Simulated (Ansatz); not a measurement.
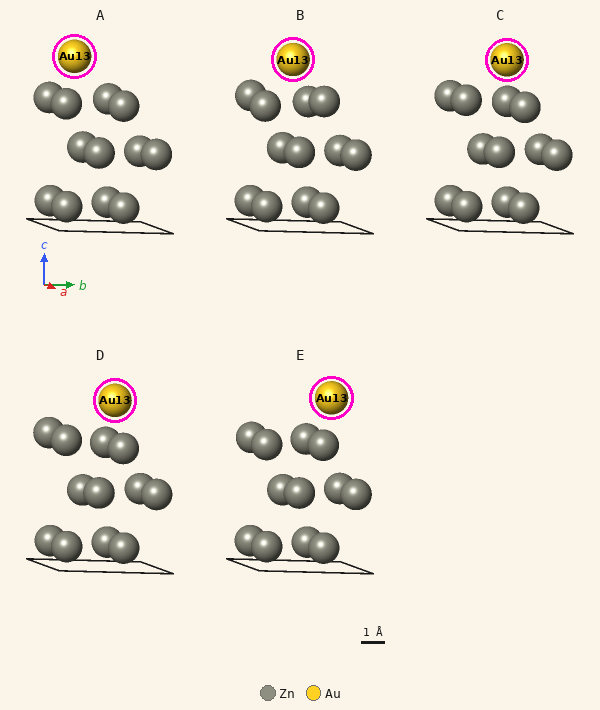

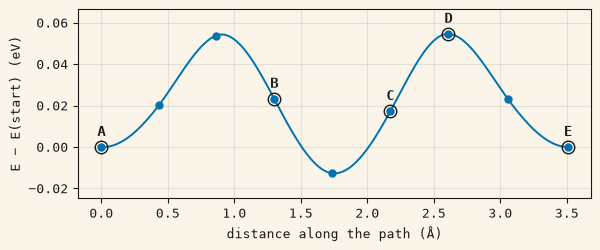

NEB run on Au on Zn(0001) (13 atoms in the cell). Images are numbered from 0 (start) to 8 (end). Frames A to E are images 0, 3, 5, 6, 8. Style: spheres-only. Shown: the simulation cell, with the vacuum cut short (origin moved), slightly off an axis. The moving atom is ringed, with any periodic copies.

Computed with DFT PBE-D3(BJ), scalar-relativistic, plane waves, PAW (Ansatz). Set-up: plane-wave cutoff 420 eV; k-point mesh 5 × 5 × 1; Gaussian smearing 0.1 eV; 4 atoms held fixed; 7 movable images; climbing image; force threshold 0.03 eV/Å; iteration limit 72; optimiser L-BFGS; starting path by image-dependent pair potential.

Describe the mechanism and the energy profile.

Answer. The adsorbate starts on a hollow site and hops by a lattice vector of the surface; other mechanisms, such as exchange with a surface atom, weren't searched. The path has more than one stage, and so few images may leave a stage unresolved. The Au atom travels furthest, 2.66 Å from end to end, on a path that bends up to 0.66 Å away from the straight line. At the highest image its nearest neighbour (Zn) is 2.50 Å away, against 2.56 Å at the start, and the surrounding atoms stand up to 0.23 Å off the mean of their end positions. Relative to the start the highest point is image 6 at +0.055 eV and the end lies at 0.000 eV, but the profile dips to −0.013 eV at image 4 on the way, so the process runs in steps. The band converged in 53 iterations. The climbing image converged on the top of the path. A check of its curvatures found one unstable direction (−0.45 eV/Å²), as a transition state must have.

Limits of the set-up: the periodic images lie only 5.3 Å apart, so the values are limited by the cell's size.

The run took 38 min on 4 threads of Intel(R) Xeon(R) 6975P-C (Granite Rapids) (shared host), peak memory 4 GiB.
